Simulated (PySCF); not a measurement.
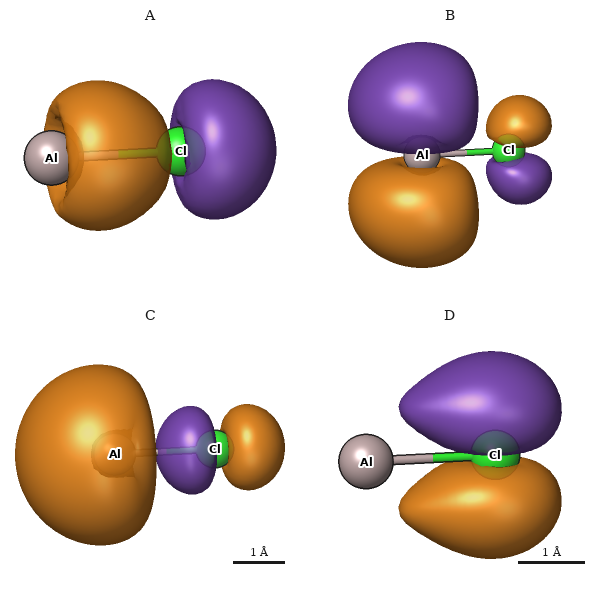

The picture shows: AlCl (charge +1, doublet). Four frontier β-spin orbitals, each drawn at the value that holds 80 % of its norm (orange and purple are the two phases), in no order; of a degenerate pair one member is drawn.

Method: PBE0/def2-SVP, non-relativistic Hamiltonian with scalar-relativistic core potentials where named, at a bond length of 2.043 Å in PySCF.

**Label each orbital by symmetry, say whether it is occupied, and order them by energy.**

Orbital A: σ, occupied in this spin, −17.93 eV; mainly on Cl (70 %).
Orbital D: π, occupied in this spin, −15.76 eV; mainly on Cl (90 %).
Orbital C: σ, empty in this spin, −11.31 eV; mainly on Al (85 %).
Orbital B: π, empty in this spin, −7.30 eV; mainly on Al (90 %).
